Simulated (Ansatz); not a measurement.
# H$_{3}$NSi···HCl: what the fields show

```tsv
atom	x (Å)	y (Å)	z (Å)
Si	-0.2609	0.6239	0.9480
Cl	1.0678	-2.2593	-1.3860
N	-0.1945	0.3084	-0.6161
H	0.4773	-1.0659	-1.0889
H	-0.8358	1.8311	1.5901
H	0.2998	-0.3694	1.8792
H	-0.5537	0.9313	-1.3263
```

The product side of a reaction path; geometry: PBE0-D4/def2-TZVP.

The calculation used Ansatz, RKS PBE0-D4/def2-TZVPP.

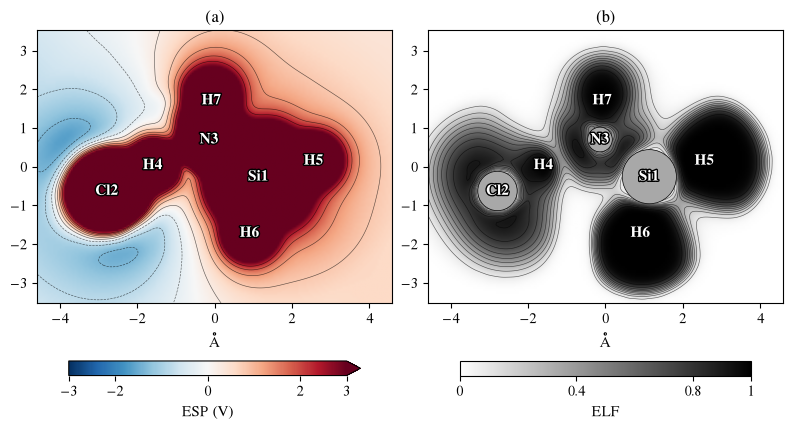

Figure 1. (a) molecular electrostatic potential; (b) electron localisation function on the molecular plane. Grey discs cover the atomic cores in the ELF map.

### Read the bonding off the picture.

Atoms in the plane: Si, Cl, N and H.
N3···H4 (1.60 Å): the ELF climbs to about 0.90 towards the hydrogen, as it does in any bond to H.
Si–N (1.60 Å): the ELF peaks at about 0.85 between the atoms (a short, strongly polar bond).
N–H (1.01 Å): the ELF climbs to about 1 towards the hydrogen (a covalent bond by its length).
Cl–H (1.36 Å): the ELF climbs to about 1 towards the hydrogen; an ordinary covalent bond to hydrogen.
Si–H (1.47 Å): the ELF climbs to about 1 towards the hydrogen.
The ELF also peaks beside Cl2, away from the bonds: lone-pair regions.
Outside the dense part of the complex the potential is most negative (−1.6 V) near Cl2.

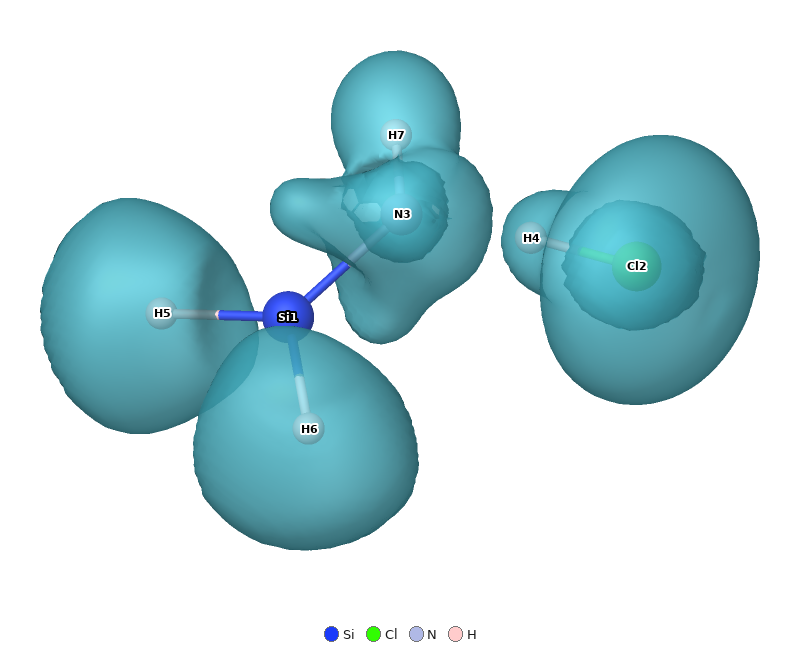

Figure 2. Isosurface of the electron localisation function at 0.75 (cyan), seen at a tilt. Only the valence region is drawn (cores and ρ < 0.01 e/Å³ removed).

### Describe the localisation domains.

The ELF exceeds this value in two regions around hydrogen nuclei, one joined region spread over several atoms (Cl, H), in which their bonds and any lone pairs are merged and one joined region spread over several atoms (H, N, Si), in which their bonds and any lone pairs are merged.

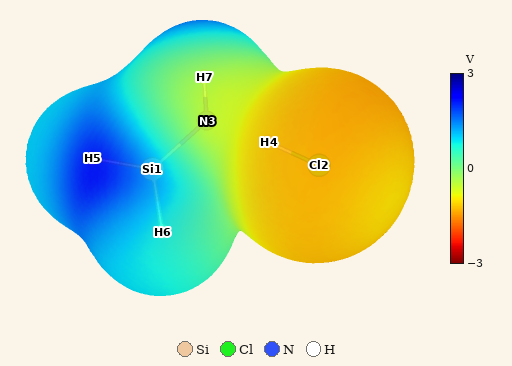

Figure 3. The electrostatic potential painted on the density surface at 0.001 e/bohr³, seen at a tilt; the colour scale runs from red (negative) to blue (positive).

### Where is the surface potential most negative and most positive?

The most negative region (about −1.4 V) lies over Cl2, the most positive (about +2.2 V) over Si1.
